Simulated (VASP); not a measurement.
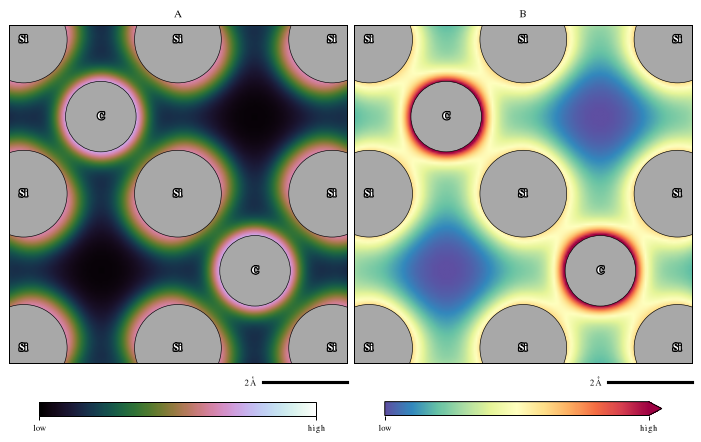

Si6C: 2 fields on the (001) plane of the conventional cell, with unlabelled colour scales. Grey discs cover the atomic cores.

Space group Fm-3m; a structure from a database of computed crystals, not necessarily the ambient phase; a generated structure, not necessarily the stable one.

Theory: VASP, Kohn-Sham DFT of a periodic cell, PBE, VASP PAW PBE potentials, recommended.

```cif
data_structure
_symmetry_space_group_name_H-M 'P 1'
_symmetry_Int_Tables_number 1
_cell_length_a 7.3262
_cell_length_b 7.3262
_cell_length_c 7.3262
_cell_angle_alpha 90.000
_cell_angle_beta 90.000
_cell_angle_gamma 90.000
_cell_volume 393.22
loop_
_atom_site_label
_atom_site_type_symbol
_atom_site_fract_x
_atom_site_fract_y
_atom_site_fract_z
_atom_site_occupancy
Si1 Si 0.75000 0.25000 0.00000 1
Si2 Si 0.25000 0.75000 0.00000 1
Si3 Si 0.25000 0.25000 0.50000 1
Si4 Si 0.75000 0.75000 0.50000 1
Si5 Si 0.75000 0.00000 0.25000 1
Si6 Si 0.25000 0.50000 0.25000 1
Si7 Si 0.25000 0.00000 0.75000 1
Si8 Si 0.75000 0.50000 0.75000 1
Si9 Si 0.25000 0.25000 0.00000 1
Si10 Si 0.75000 0.75000 0.00000 1
Si11 Si 0.75000 0.25000 0.50000 1
Si12 Si 0.25000 0.75000 0.50000 1
Si13 Si 0.25000 0.00000 0.25000 1
Si14 Si 0.75000 0.50000 0.25000 1
Si15 Si 0.75000 0.00000 0.75000 1
Si16 Si 0.25000 0.50000 0.75000 1
Si17 Si 0.50000 0.25000 0.25000 1
Si18 Si 0.00000 0.75000 0.25000 1
Si19 Si 0.00000 0.25000 0.75000 1
Si20 Si 0.50000 0.75000 0.75000 1
Si21 Si 0.00000 0.25000 0.25000 1
Si22 Si 0.50000 0.75000 0.25000 1
Si23 Si 0.50000 0.25000 0.75000 1
Si24 Si 0.00000 0.75000 0.75000 1
C1 C 0.00000 0.00000 0.00000 1
C2 C 0.50000 0.50000 0.00000 1
C3 C 0.50000 0.00000 0.50000 1
C4 C 0.00000 0.50000 0.50000 1
```

> The panels show electron localisation function and valence pseudo-density in some order. Assign them.

Panel A: electron localisation function. Panel B: valence pseudo-density. From the grid: Si–C (2.59 Å): ρ is about 0.26 e/Å³ halfway; the ELF is about 0.35 at the midpoint.
